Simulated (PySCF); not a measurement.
# C2H10AsGa: the cost of one run

Computed with PySCF 2.14.0, with density-fitted response routines of our own, on a single molecule in the gas phase. Atoms count from 0, in the outputs and in this text.

### 1 The starting structure

14 atoms, charge 0, multiplicity 1; geometry from: GFN2-xTB. The atoms were then displaced at random by about 0.01 Å, so the start is not that level's minimum.

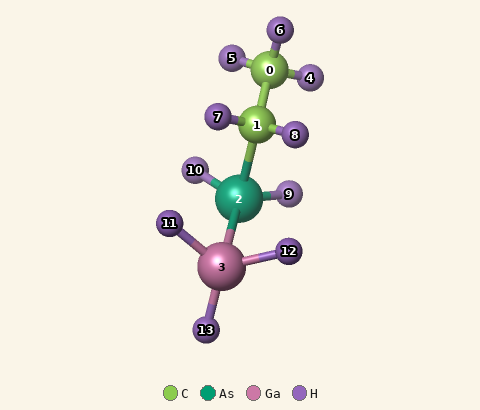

As it starts; carbon green, arsenic teal, gallium pink, hydrogen purple, atoms numbered; sticks join atoms by distance.

### 2 Geometry optimisation at PBE0-D3(BJ)/def2-SVP

Job settings and geometry (Å):

```
{"job": {"xc": "PBE0", "basis": "def2-SVP", "d3": "d3bj", "grid": 1, "shake": 0.01, "kind": "geom"}, "charge": 0, "multiplicity": 1}
C     -2.114750    -0.196600     0.400010
C     -0.704390     0.324710     0.289460
As     0.534570    -0.945520    -0.541580
Ga     2.660640     0.714350    -0.277830
H     -2.537530    -0.401600    -0.605040
H     -2.184390    -1.076250     0.993820
H     -2.762400     0.578000     0.861560
H     -0.287340     0.576950     1.280540
H     -0.656640     1.258960    -0.278130
H     -0.316430    -1.333450    -1.680670
H      0.100050    -2.156940     0.237900
H      2.490230     0.801730     1.284670
H      1.923730     1.850980    -1.125340
H      3.847510    -0.010430    -0.857090
```

Started as:

```console
> OMP_NUM_THREADS=1 python probes_run.py task.json out
```

This one command runs all jobs of the session in turn.

**Question.** How long does this first job take on 1 thread of Arm Neoverse V1, shared host, and how much memory does it need?

About 2 min, with a peak of 0.54 GiB.
